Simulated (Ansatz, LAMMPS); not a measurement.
# Static equation of state of glassy 47SiO2-40B2O3-7CaO-7Na2O (mol %) (112 atoms)

Density of this cell: 2.34 g/cm³. The cell holds 112 atoms: 14 Si, 24 B, 2 Ca, 4 Na and 68 O. Its edges and angles: a = 11.134 Å, b = 10.883 Å, c = 11.233 Å, α = 91.4°, β = 88.0°, γ = 89.9°. The starting structure: 112 atoms (14 Si, 24 B, 2 Ca, 4 Na, 68 O) placed at random at 2.17 g/cm³, melted at 3000 K for 20 ps at fixed volume with the Buckingham and Coulomb pair potential of Guillot and Sator (Geochim. Cosmochim. Acta 71, 1249 (2007)) with the boron terms of Wang et al. (J. Non-Cryst. Solids 498, 294 (2018)). Quenched from 3000 K to 300 K at 20 K/ps and fixed volume, held 10 ps at zero pressure, then minimised at fixed cell.

Calculated with Ansatz 0.2.0: Kohn-Sham DFT, PBE, PAW (set soft_2), plane waves; cutoff 420 eV, Γ point, fixed occupations. Cell and atoms were relaxed first, to V0 = 12.142 Å³ an atom at a residual P0 = -0.005 GPa. The cell was then scaled evenly, and the atoms were relaxed at each volume.

```
volume (Å³/atom)  pressure (GPa)
          10.928               ?
          11.414           2.951
          11.778           1.403
          12.506          -1.364
          12.871          -2.533
```

**Question.** Fit the third-order Birch–Murnaghan equation to the rows given and extrapolate to the withheld row.

Worked fit:

Take the Eulerian strain f = ½[(V0/V)^(2/3) − 1] and the normalised pressure F = (P − P0) / [3f(1 + 2f)^(5/2)]. The third-order Birch–Murnaghan equation is then the line F = B0 + (3/2)B0(B′ − 4) f, so u = f and v = F.

| u = f | v = F (GPa) |
| --- | --- |
| 0.0210564 | 42.2171 |
| 0.0102568 | 43.4831 |
| -0.00975648 | 48.7664 |
| -0.0190506 | 48.7500 |

With n = 4: mean u = 6.2654e-4, mean v = 45.8042, Σ(u − ū)² = 0.0010051, Σ(u − ū)(v − v̄) = -0.18436. Slope b = -0.18436 / 0.0010051 = -183.42; intercept a = v̄ − b ū = 45.919.

So B0 = a = 45.9 GPa and B′ = 4 + 2b/(3a) = 1.34. At the withheld volume f = 0.03638, F = a + b f = 39.25 GPa, and P = P0 + 3f(1 + 2f)^(5/2) F.

Prediction at 10.928: 5.101 GPa. The run gave 5.292 GPa, so the fit is low by 0.19 GPa (3.6 % of the value).

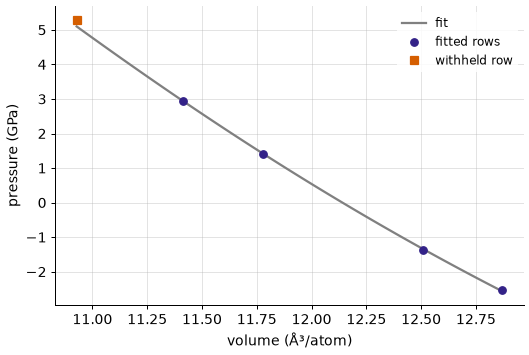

The fit, the rows that it rests on and the withheld row.

Among the rows given, the largest miss of the fit is at 12.871, by 0.034 GPa (0.44 % of the range of the table).

Limits: Static cells at zero temperature; the cell shape is held. The program notes that the SCF threshold of these relaxations is loose for the stress. The quench rate of 20 K/ps is many orders above laboratory rates, so the cell is likely richer in defects and strain than a real sample. The network of bonds at the start is that of the classical potential that made the cell, and needn't be the one that DFT or experiment would give. Only the Γ point is sampled, in a cell whose shortest periodic width is 11 Å.

[Logs are printed without paths, hosts, clocks, repeated set-up lines and the standing remarks that a program may print on its own settings, such as how far it seeks lower states.]

[Hosts, paths, dates, database ids (printed as entryN), source tags and the programs' standing remarks are cut or masked in the printed files.]
